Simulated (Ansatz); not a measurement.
# C2H7NSi: the cost of one run

Computed with Ansatz 0.2.0, Gaussian basis. Level: the settings change from run to run.

**1. The relaxed structure**

The geometry comes from an earlier relaxation with PBE0-D4 in a triple-zeta def2 set; it is a stationary point, not always the lowest conformer.

SMILES `C=C(N)[SiH3]`, 11 atoms, charge 0, spin multiplicity 1.

Atoms are counted from 1 here; the program's logs count them from 0.

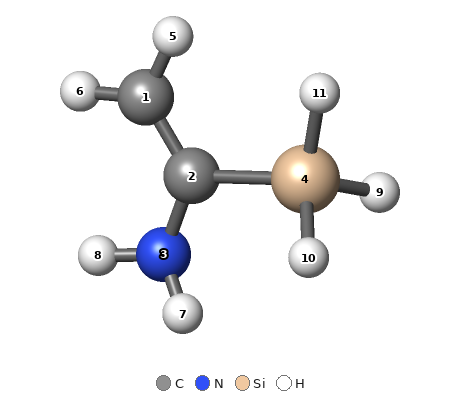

The structure; carbon grey, nitrogen blue, silicon light orange, hydrogen white; atoms are numbered from 1 in the order of the file.

**2. BHLYP/ANO-RCC-VTZP**

This run has multiplicity 3, a grid of angular degree 47.

in.yaml reads:

```yaml
crystal:
  periodic: [false, false, false]
  atoms:
    - {symbol: C, position_ang: [0.188038, 1.494285, 0.379695]}
    - {symbol: C, position_ang: [-0.074678, 0.182588, 0.314406]}
    - {symbol: N, position_ang: [-0.642115, -0.542634, 1.350755]}
    - {symbol: Si, position_ang: [0.201883, -0.726175, -1.300198]}
    - {symbol: H, position_ang: [0.567481, 2.028864, -0.480200]}
    - {symbol: H, position_ang: [0.016828, 2.071913, 1.285165]}
    - {symbol: H, position_ang: [-0.396999, -1.517624, 1.402730]}
    - {symbol: H, position_ang: [-0.636676, -0.095866, 2.255772]}
    - {symbol: H, position_ang: [-1.090532, -1.142517, -1.907228]}
    - {symbol: H, position_ang: [0.991012, -1.965415, -1.044806]}
    - {symbol: H, position_ang: [0.941060, 0.155681, -2.235592]}
basis:
  gaussian: {orbitals: ANO-RCC-VTZP, final_grid: {core_spheres: 20, valence_spheres: 16, degree: 47}}
magnetization: {spin_polarized: true, initial_magnetization: 2}
hamiltonian: {xc: {name: BHLYP}}
output: {forces: true}
```

Run with:

```console
> ansatz run in.yaml --threads 2 --pin off --events-out ev --progress --plain --max-ram 4352MiB
```

Q: Estimate wall time and peak memory on 2 threads of AMD EPYC 7B13, shared host.

About 24 s, with a peak of 0.92 GiB.
